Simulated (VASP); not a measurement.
**RPA total energies of PbO (Litharge)**

How do cheaper functionals compare with the RPA for PbO (Litharge), and at what cost? The scan starts from a database cell, scaled to the smallest volume of the series. The cell has space group P4/nmm. Left out of this account: 3 further runs (self-consistent run and share of exact exchange: the chain at volume ratio 1.06 didn't finish; empty bands: ended at its time limit). The start is a cell from a database of measured crystal structures.

Calculated with VASP 6.6.1; LDA; plane waves and PAW (Pb_d_GW, O_GW), in the first sound run; inputs show where later runs differ.

The database entry behind the starting cell differs from later determinations by our own check (an axis about 0.4 % long against later determinations), so it need not match the best structure at ambient conditions.

## Step 1: Set-up

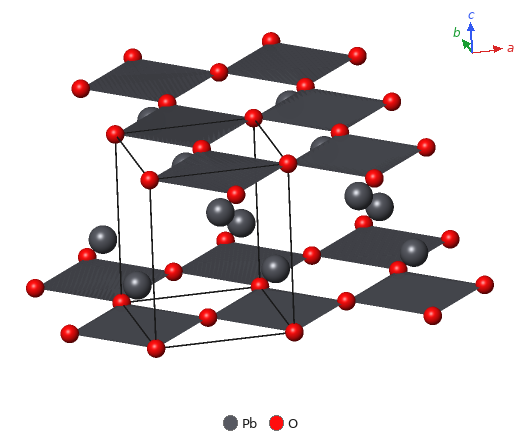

Start, viewed from a free direction; lead dark grey, oxygen red. 2×2×1 cells are drawn. Some periodic images of atoms are drawn too.

As a file:

```cif
data_structure
_symmetry_space_group_name_H-M 'P 1'
_symmetry_Int_Tables_number 1
_cell_length_a 3.8806
_cell_length_b 3.8806
_cell_length_c 4.8727
_cell_angle_alpha 90.000
_cell_angle_beta 90.000
_cell_angle_gamma 90.000
_cell_volume 73.38
loop_
_atom_site_label
_atom_site_type_symbol
_atom_site_fract_x
_atom_site_fract_y
_atom_site_fract_z
_atom_site_occupancy
Pb1 Pb 0.50000 0.00000 0.76000 1
Pb2 Pb 0.00000 0.50000 0.24000 1
O3 O 0.50000 0.50000 0.00000 1
O4 O 0.00000 0.00000 0.00000 1
```

## Step 2: Orbitals, volume ratio 0.92

RPA gives no stress here, so the energy is scanned over volumes, at one cutoff and mesh. Volumes are given as ratios to a reference cell, and this first cell is that cell scaled to 0.92. Each point starts from LDA orbitals, tightly converged.

INCAR

```
SYSTEM = PbO
PREC = Accurate
ENCUT = 560
EDIFF = 1E-08
NELM = 100
ISMEAR = 0
SIGMA = 0.05
LREAL = .FALSE.
ALGO = Normal
GGA = CA
NBANDS = 28
LORBIT = 11
LWAVE = .TRUE.
LCHARG = .FALSE.
KPAR = 4
```

POSCAR

```
PbO
1.0
    3.8806294166      0.0000000000      0.0000000000
    0.0000000000      3.8806294166      0.0000000000
    0.0000000000      0.0000000000      4.8726700194
Pb O
2 2
Direct
    0.5000000000      0.0000000000      0.7600000000
    0.0000000000      0.5000000000      0.2400000000
    0.5000000000      0.5000000000      0.0000000000
    0.0000000000      0.0000000000      0.0000000000
```

KPOINTS

```
Automatic mesh
0
Gamma
4 4 3
0 0 0
```

Potentials, in the order of the species: Pb_d_GW and O_GW (LDA family, release 64).

Launch:

```sh
$ mpirun -np 4 vasp_std
```

The log of the run:

```text
[banner, memory and clock lines left out]
running    4 mpi-ranks, on    1 nodes
 distrk:  each k-point on    1 cores,    4 groups
 distr:  one band on    1 cores,    1 groups

 POSCAR found type information on POSCAR PbO
 POSCAR found :  2 types and       4 ions
 LDA part: xc-table for (Slater(with rela. corr.)+CA(PZ))
 , standard interpolation
 POSCAR, INCAR and KPOINTS ok, starting setup
 FFT: planning ... GRIDC
 FFT: planning ... GRID_SOFT
 FFT: planning ... GRID
 WAVECAR not read
 entering main loop
       N       E                     dE             d eps       ncg     rms          rms(c)
DAV:   1     0.591377505441E+03    0.59138E+03   -0.26156E+04   972   0.286E+03
DAV:   2     0.557642605957E+02   -0.53561E+03   -0.51672E+03   896   0.785E+02
DAV:   3    -0.228093738079E+02   -0.78574E+02   -0.74757E+02  1024   0.323E+02
DAV:   4    -0.285292874080E+02   -0.57199E+01   -0.56567E+01  1120   0.899E+01
DAV:   5    -0.286500203581E+02   -0.12073E+00   -0.12047E+00  1040   0.124E+01    0.117E+01
DAV:   6    -0.246971798153E+02    0.39528E+01   -0.24932E+01  1336   0.715E+01    0.525E+00
DAV:   7    -0.244444781379E+02    0.25270E+00   -0.20253E+00  1080   0.187E+01    0.219E+00
DAV:   8    -0.243985814607E+02    0.45897E-01   -0.45991E-01   976   0.703E+00    0.804E-01
DAV:   9    -0.243881960503E+02    0.10385E-01   -0.51289E-02  1240   0.345E+00    0.131E-01
DAV:  10    -0.243886010659E+02   -0.40502E-03   -0.43494E-03  1004   0.578E-01    0.304E-02
DAV:  11    -0.243886138505E+02   -0.12785E-04   -0.11378E-04  1080   0.127E-01    0.106E-02
DAV:  12    -0.243886129855E+02    0.86493E-06   -0.18476E-05  1092   0.630E-02    0.267E-03
DAV:  13    -0.243886130595E+02   -0.73986E-07   -0.93191E-07  1080   0.173E-02    0.277E-03
DAV:  14    -0.243886129714E+02    0.88152E-07   -0.19603E-07   880   0.609E-03    0.327E-04
DAV:  15    -0.243886129729E+02   -0.15207E-08   -0.29858E-08   624   0.316E-03
   1 F= -.24388613E+02 E0= -.24388613E+02  d E =-.133654E-38
 writing wavefunctions
```

Elapsed: 10 s, on 4 MPI ranks of Intel Xeon Platinum 8259CL at 2.50GHz (Skylake/Cascade Lake), shared host; peak memory 0.7 GiB.

The logs omit lines about the potential files and the build; timing stands in the text.

OUTCAR, selected parts (step 2):

```text
ion  position               nearest neighbor table
   1  0.500  0.000  0.760-   3 2.27   4 2.27   3 2.27   4 2.27
   2  0.000  0.500  0.240-   3 2.27   4 2.27   4 2.27   3 2.27
   3  0.500  0.500  0.000-   1 2.27   2 2.27   1 2.27   2 2.27
   4  0.000  0.000  0.000-   1 2.27   2 2.27   2 2.27   1 2.27

  LATTYP: Found a simple tetragonal cell.
 ALAT       =     3.8806294166
 C/A-ratio  =     1.2556390978

 Subroutine GETGRP returns: Found 16 space group operations
 (whereof  8 operations were pure point group operations)

The static configuration has the point symmetry D_2d.
 The point group associated with its full space group is D_4h.

 Found     12 irreducible k-points:

   k-points           NKPTS =     12   k-points in BZ     NKDIM =     12   number of bands    NBANDS=     28

   dimension x,y,z NGX =    30 NGY =   30 NGZ =   40
   dimension x,y,z NGXF=    60 NGYF=   60 NGZF=   80

   ENCUT  =  560.0 eV  41.16 Ry    6.42 a.u.   7.49  7.49  9.40*2*pi/ulx,y,z

   NELECT =      44.0000    total number of electrons

 k-points in reciprocal lattice and weights: Automatic mesh
   0.00000000  0.00000000  0.00000000       0.021
   0.25000000  0.00000000  0.00000000       0.083
   0.50000000  0.00000000  0.00000000       0.042
   0.25000000  0.25000000  0.00000000       0.083
   0.50000000  0.25000000  0.00000000       0.083
   0.50000000  0.50000000  0.00000000       0.021
   0.00000000  0.00000000  0.33333333       0.042
   0.25000000  0.00000000  0.33333333       0.167
   0.50000000  0.00000000  0.33333333       0.083
   0.25000000  0.25000000  0.33333333       0.167
   0.50000000  0.25000000  0.33333333       0.167
   0.50000000  0.50000000  0.33333333       0.042

 average (electrostatic) potential at core
       1 -52.0364       2 -52.0364       3 -72.8072       4 -72.8072

 E-fermi :   3.3955

 k-point     1 :       0.0000    0.0000    0.0000
  band No.  band energies     occupation
    ...
     18      -1.9243      2.00000
     19       0.8847      2.00000
     20       0.9128      2.00000
     21       0.9128      2.00000
     22       2.9425      2.00000
     23       5.4843      0.00000
     24       8.4603      0.00000
     25       8.6049      0.00000
     26       8.6049      0.00000
     27       9.6453      0.00000
    ...

 k-point     2 :       0.2500    0.0000    0.0000
  band No.  band energies     occupation
    ...
     18      -1.5229      2.00000
     19      -0.0338      2.00000
     20       0.4765      2.00000
     21       0.6009      2.00000
     22       2.7004      2.00000
     23       6.4255      0.00000
     24       6.6717      0.00000
     25       8.5719      0.00000
     26       8.9548      0.00000
     27       9.3385      0.00000
    ...

 k-point     3 :       0.5000    0.0000    0.0000
  band No.  band energies     occupation
    ...
     18      -0.7761      2.00000
     19      -0.5409      2.00000
     20      -0.5409      2.00000
     21       0.9469      2.00000
     22       0.9469      2.00000
     23       6.3976      0.00000
     24       6.3976      0.00000
     25       9.7391      0.00000
     26       9.7391      0.00000
     27       9.7788      0.00000
    ...

  Total        2.1863639      2.1863639      1.6194529      0.0000000      0.0000000      0.0000000
  in kB       47.7377213     47.7377213     35.3596178      0.0000000      0.0000000      0.0000000
  external PRESSURE =      43.6116868 kB  Pullay stress =       0.0000000 kB

  energy-cutoff  :      560.00
  volume of cell :       73.38
      direct lattice vectors                 reciprocal lattice vectors
     3.880629417  0.000000000  0.000000000     0.257690156  0.000000000  0.000000000
     0.000000000  3.880629417  0.000000000     0.000000000  0.257690156  0.000000000
     0.000000000  0.000000000  4.872670019     0.000000000  0.000000000  0.205226292

 POSITION                                       TOTAL-FORCE (eV/Angst)
 -----------------------------------------------------------------------------------
      1.94031      0.00000      3.70323        -0.000000     -0.000000     -0.624751
      0.00000      1.94031      1.16944        -0.000000      0.000000      0.624751
      1.94031      1.94031      0.00000         0.000000     -0.000000      0.000000
      0.00000      0.00000      0.00000         0.000000     -0.000000      0.000000
 -----------------------------------------------------------------------------------
    total drift:                                0.000000      0.000000      0.000000

  FREE ENERGIE OF THE ION-ELECTRON SYSTEM (eV)
  ---------------------------------------------------
  free  energy   TOTEN  =       -24.3886129729 eV

  energy  without entropy=      -24.3886129729  energy(sigma->0) =      -24.38861297

 total charge
# of ion       s       p       d       f       tot
--------------------------------------------------
    1        3.366   0.672   9.906   0.080  14.024
    2        3.366   0.672   9.906   0.080  14.024
    3        1.546   3.364   0.000   0.000   4.910
    4        1.546   3.364   0.000   0.000   4.910
--------------------------------------------------
tot          9.822   8.072  19.812   0.160  37.866

[... 3 further parts left out ...]
```

The gap is read on the k-mesh alone, so it is an upper bound where the band edges lie off the mesh.

A gap read on the k-mesh alone can miss the band edges.

Numbers from this step:

```
free energy (TOTEN)            : -24.39 eV
Fermi energy                   : 3.396 eV
pressure                       : 4.361 GPa
gap on the k-mesh              : 0.9544 eV
least direct gap on the k-mesh : 2.314 eV
```

## Step 3: Exact exchange, volume ratio 0.92

This step: Hartree-Fock energy on LDA orbitals; plane waves and PAW (Pb_d_GW, O_GW) (VASP 6.6.1).

The Hartree-Fock energy is evaluated once on these orbitals (ALGO = Eigenval, NELM = 1), without letting them relax. It uses the mesh of the correlation step, and the total energy is their sum.

INCAR

```
SYSTEM = PbO
PREC = Accurate
ENCUT = 560
ISMEAR = 0
SIGMA = 0.05
LREAL = .FALSE.
GGA = CA
NBANDS = 28
ALGO = Eigenval
NELM = 1
LHFCALC = .TRUE.
AEXX = 1
ALDAC = 0
AGGAC = 0
PRECFOCK = Normal
LWAVE = .FALSE.
LCHARG = .FALSE.
```

POSCAR is that of step 2.

KPOINTS is that of step 2.

The run starts from files that an earlier step left in the folder.

Launch:

```sh
$ mpirun -np 4 vasp_std
```

The log of the run:

```text
[banner, memory and clock lines left out]
running    4 mpi-ranks, on    1 nodes
 distrk:  each k-point on    4 cores,    1 groups
 distr:  one band on    1 cores,    4 groups

 POSCAR found type information on POSCAR PbO
 POSCAR found :  2 types and       4 ions
 LDA part: xc-table for (Slater(with rela. corr.)+CA(PZ))
 , standard interpolation
 found WAVECAR, reading the header
 POSCAR, INCAR and KPOINTS ok, starting setup
 FFT: planning ... GRIDC
 FFT: planning ... GRID_SOFT
 FFT: planning ... GRID
 reading WAVECAR
 the WAVECAR file was read successfully
 initial charge from wavefunction
 entering main loop
       N       E                     dE             d eps       ncg     rms          rms(c)
EIG:   1    -0.451854586528E+02   -0.45185E+02    0.00000E+00     0   0.000E+00
   1 F= -.45185459E+02 E0= -.45185459E+02  d E =-.133654E-38
```

Elapsed: 2.8 min, on 4 MPI ranks; peak memory 0.6 GiB; 9.9 min of CPU time.

OUTCAR, selected parts (step 3):

```text
 Found     12 irreducible k-points:

   k-points           NKPTS =     12   k-points in BZ     NKDIM =     48   number of bands    NBANDS=     28

   NELECT =      44.0000    total number of electrons

  exchange ACFDT corr.  =         0.00000000  see jH, gK, PRB 81, 115126

 E-fermi :   3.3955

 k-point     1 :       0.0000    0.0000    0.0000
  band No.  band energies     occupation
    ...
     18      -7.7940      2.00000
     19      -4.4279      2.00000
     20      -4.1982      2.00000
     21      -4.1982      2.00000
     22       0.2004      2.00000
     23       9.3203      0.00000
     24      12.7749      0.00000
     25      12.9269      0.00000
     26      12.9268      0.00000
     27      14.5104      0.00000
    ...

 k-point     2 :       0.2500    0.0000    0.0000
  band No.  band energies     occupation
    ...
     18      -7.3436      2.00000
     19      -4.8951      2.00000
     20      -4.8172      2.00000
     21      -4.4676      2.00000
     22      -0.3624      2.00000
     23      10.2531      0.00000
     24      10.6501      0.00000
     25      13.2060      0.00000
     26      13.4536      0.00000
     27      14.1531      0.00000
    ...

 POSITION                                       TOTAL-FORCE (eV/Angst)
 -----------------------------------------------------------------------------------
      1.94031      0.00000      3.70323         0.000000     -0.000000     -0.847729
      0.00000      1.94031      1.16944         0.000000      0.000000      0.847729
      1.94031      1.94031      0.00000        -0.000000      0.000000      0.000000
      0.00000      0.00000      0.00000         0.000000      0.000000      0.000000
 -----------------------------------------------------------------------------------
    total drift:                               -0.000001      0.000000     -0.000000

  FREE ENERGIE OF THE ION-ELECTRON SYSTEM (eV)
  ---------------------------------------------------
  free  energy   TOTEN  =       -45.1854586528 eV

  energy  without entropy=      -45.1854586528  energy(sigma->0) =      -45.18545865

[... 8 parts as in an earlier step ...]

[... 5 further parts left out ...]
```

The k-mesh is coarse for unscreened exact exchange, which converges slowly with it.

Numbers from this step:

- free energy (TOTEN): -45.19 eV

The Hartree-Fock energy on these orbitals is -11.2964 eV an atom.

## Step 4: Empty bands, volume ratio 0.92

This step: LDA; plane waves and PAW (Pb_d_GW, O_GW) (VASP 6.6.1).

ALGO = Exact makes the empty bands from the converged ground state in one step. LOPTICS writes the k-derivatives of the orbitals (WAVEDER), which give the long-wavelength limit of the screening.

INCAR

```
SYSTEM = PbO
PREC = Accurate
ENCUT = 560
ISMEAR = 0
SIGMA = 0.05
LREAL = .FALSE.
GGA = CA
NBANDS = 1200
ALGO = Exact
NELM = 1
LWAVE = .TRUE.
LCHARG = .FALSE.
LOPTICS = .TRUE.
NEDOS = 1000
CSHIFT = 0.1
```

POSCAR is that of step 3.

KPOINTS is that of step 3.

Launch:

```sh
$ mpirun -np 4 vasp_std
```

The log of the run:

```text
[banner, memory and clock lines left out]
running    4 mpi-ranks, on    1 nodes
 distrk:  each k-point on    4 cores,    1 groups
 distr:  one band on    1 cores,    4 groups

 POSCAR found type information on POSCAR PbO
 POSCAR found :  2 types and       4 ions
 LDA part: xc-table for (Slater(with rela. corr.)+CA(PZ))
 , standard interpolation
 found WAVECAR, reading the header
  number of bands has changed, file:    28 present:  1200
  trying to continue reading WAVECAR, but it might fail
 POSCAR, INCAR and KPOINTS ok, starting setup
 FFT: planning ... GRIDC
 FFT: planning ... GRID_SOFT
 FFT: planning ... GRID
 reading WAVECAR
 random initialization beyond band           28
 the WAVECAR file was read successfully
 initial charge from wavefunction
 entering main loop
       N       E                     dE             d eps       ncg     rms          rms(c)
DIA:   1    -0.243886129799E+02   -0.24389E+02    0.00000E+00     0   0.000E+00
   1 F= -.24388613E+02 E0= -.24388613E+02  d E =-.132005E-21
 writing wavefunctions
 optical routines
 imaginary and real dielectric function
 recalculating local potential from charge density
 direction            1
 direction            2
 direction            3
```

It took 1.7 min on 4 MPI ranks; peak memory 2.2 GiB.

From OUTCAR (step 4):

```text
 Found     12 irreducible k-points:

   k-points           NKPTS =     12   k-points in BZ     NKDIM =     12   number of bands    NBANDS=   1200

   NELECT =      44.0000    total number of electrons

 E-fermi :   3.2702

 k-point     1 :       0.0000    0.0000    0.0000
  band No.  band energies     occupation
    ...
     18      -1.9242      2.00000
     19       0.8849      2.00000
     20       0.9129      2.00000
     21       0.9129      2.00000
     22       2.9426      2.00000
     23       5.4843      0.00000
     24       8.4603      0.00000
     25       8.6049      0.00000
     26       8.6049      0.00000
     27       9.6453      0.00000
    ...

 k-point     2 :       0.2500    0.0000    0.0000
  band No.  band energies     occupation
    ...
     18      -1.5228      2.00000
     19      -0.0337      2.00000
     20       0.4767      2.00000
     21       0.6011      2.00000
     22       2.7004      2.00000
     23       6.4256      0.00000
     24       6.6717      0.00000
     25       8.5720      0.00000
     26       8.9548      0.00000
     27       9.3386      0.00000
    ...

  Total        2.1870552      2.1870552      1.6192421      0.0000000      0.0000000      0.0000000
  in kB       47.7528160     47.7528160     35.3550157      0.0000000      0.0000000      0.0000000
  external PRESSURE =      43.6202159 kB  Pullay stress =       0.0000000 kB

 POSITION                                       TOTAL-FORCE (eV/Angst)
 -----------------------------------------------------------------------------------
      1.94031      0.00000      3.70323         0.000000      0.000000     -0.624229
      0.00000      1.94031      1.16944         0.000000      0.000000      0.624229
      1.94031      1.94031      0.00000         0.000000      0.000000      0.000000
      0.00000      0.00000      0.00000         0.000000     -0.000000      0.000000
 -----------------------------------------------------------------------------------
    total drift:                                0.000000      0.000000      0.000000

  FREE ENERGIE OF THE ION-ELECTRON SYSTEM (eV)
  ---------------------------------------------------
  free  energy   TOTEN  =       -24.3886129799 eV

  energy  without entropy=      -24.3886129799  energy(sigma->0) =      -24.38861298

 plasma frequency squared (from intraband transitions) (eV^2)
  --------------------------------------------------------------------------------------
       0.000       0.000       0.000
       0.000       0.000       0.000
       0.000       0.000       0.000

[... 8 parts as in an earlier step ...]

[... 5 further parts left out ...]
```

WAVECAR now holds 1200 bands for 44 electrons. Its independent-particle dielectric tensor has xx, yy, zz = 8.2, 8.2, 6.8 on this mesh, which isn't tested for convergence in mesh or bands and lacks local fields.

[end of part 1 of 6]

[Lines on the potential files, build, host, timing and source positions are cut from VASP's logs without a mark.]

[Logs are printed without paths, hosts, clocks, repeated set-up lines and the standing remarks that a program may print on its own settings, such as how far it seeks lower states.]

[Hosts, paths, dates, database ids (printed as entryN), source tags and the programs' standing remarks are cut or masked in the printed files.]

[Pressures printed for these runs are not shown converged in the cutoff: they can be off by several GPa and have the wrong sign.]
